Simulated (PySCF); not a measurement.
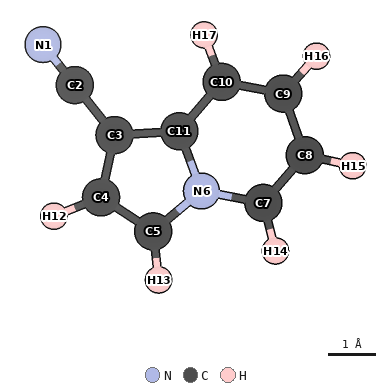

Starting structure of C$_{9}$H$_{6}$N$_{2}$. A ball-and-stick model, seen face on.

The start comes from GFN2-xTB. Its atoms were then displaced at random by about 0.01 Å.

Theory: PySCF 2.14.0, density-fitted response routines, PBE0-D3(BJ)/def2-SVP geometry optimisation, gas phase.

```xyz
17

N    -2.5231    3.1172    0.2142
C    -2.1023    2.0817    0.1434
C    -1.5733    0.8001    0.0582
C    -2.2254   -0.4152    0.0053
C    -1.3418   -1.4396   -0.0724
N    -0.0949   -0.8922   -0.0531
C     1.1259   -1.5168   -0.1048
C     2.2739   -0.7733   -0.0833
C     2.1946    0.6362    0.0254
C     0.9806    1.2541    0.0684
C    -0.1970    0.4833    0.0381
H    -3.3197   -0.5222    0.0260
H    -1.5191   -2.4825   -0.1279
H     1.0902   -2.5897   -0.1617
H     3.2102   -1.2847   -0.1214
H     3.1107    1.2147    0.0358
H     0.8941    2.3406    0.1200
```

**Predict the outcome.**

The energy falls by 0.254 eV in 5 geometry steps. N1 moves most after the best rigid fit: 0.070 Å. Largest moves by element: N 0.070 Å, H 0.056 Å, C 0.051 Å. Among the contacts that change: N1–C2 1.120 → 1.162 Å, C3–C4 1.380 → 1.420 Å, C5–H13 1.059 → 1.087 Å, C2–C3 1.389 → 1.414 Å. Among the angles between lasting bonds that change: C3–C4–C5 111.1° → 108.1°, N6–C5–H13 123.3° → 120.9°, C3–C4–H12 123.7° → 125.9°. Cost: 110 s on 1 thread of Arm Neoverse V1, on a shared host.

Step by step:

```
step  E − E(0), eV
   0        0.0000
   1       -0.2496
   2       -0.2501
   3       -0.2535
   4       -0.2534
   5       -0.2537
```

Final geometry:

```xyz
17

N    -2.5224    3.1868    0.2171
C    -2.1012    2.1061    0.1505
C    -1.5668    0.7990    0.0688
C    -2.2738   -0.4304    0.0048
C    -1.3519   -1.4503   -0.0666
N    -0.0941   -0.8958   -0.0509
C     1.1236   -1.5197   -0.1040
C     2.2688   -0.7801   -0.0746
C     2.2038    0.6388    0.0103
C     0.9845    1.2648    0.0631
C    -0.1963    0.4928    0.0319
H    -3.3550   -0.5448    0.0111
H    -1.4859   -2.5273   -0.1278
H     1.1035   -2.6082   -0.1681
H     3.2301   -1.2934   -0.1177
H     3.1250    1.2233    0.0335
H     0.8916    2.3501    0.1287
```

After the run, drawn alike:

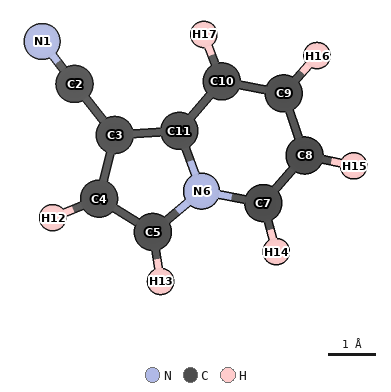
